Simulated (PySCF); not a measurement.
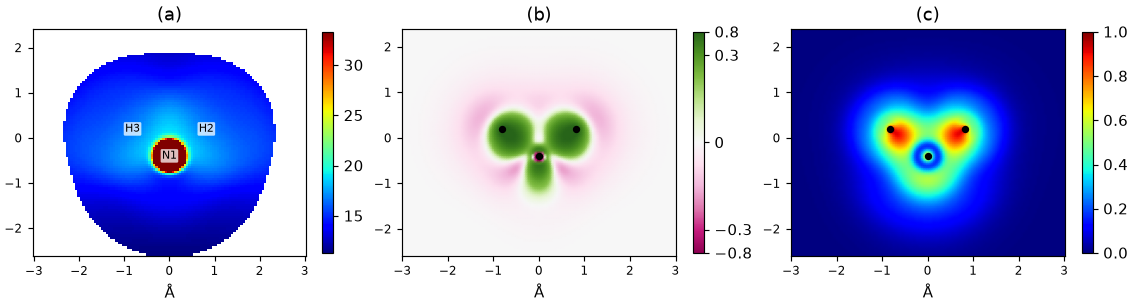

Figure. H3N, SMILES `N`. Three fields in the plane of N1, H2 and H3. (b): green positive, pink negative.

Level of theory: M06-2X/def2-SVPD (PySCF), at a geometry from GFN2-xTB. No frequency check shows the geometry to be a minimum.

The panels show, in some order, the localised orbital locator (LOL), deformation density and average local ionisation energy. Which is which?

Answer. (a) is the average local ionisation energy: it is high near the heavier nuclei and lowest where loosely bound electrons reach out. (b) is the deformation density: it has both signs, with gains where valence electrons gather and losses around them. (c) is the localised orbital locator (LOL): it runs from 0 to 1, peaks where electrons are localised, as in bonds, and fades smoothly outside.
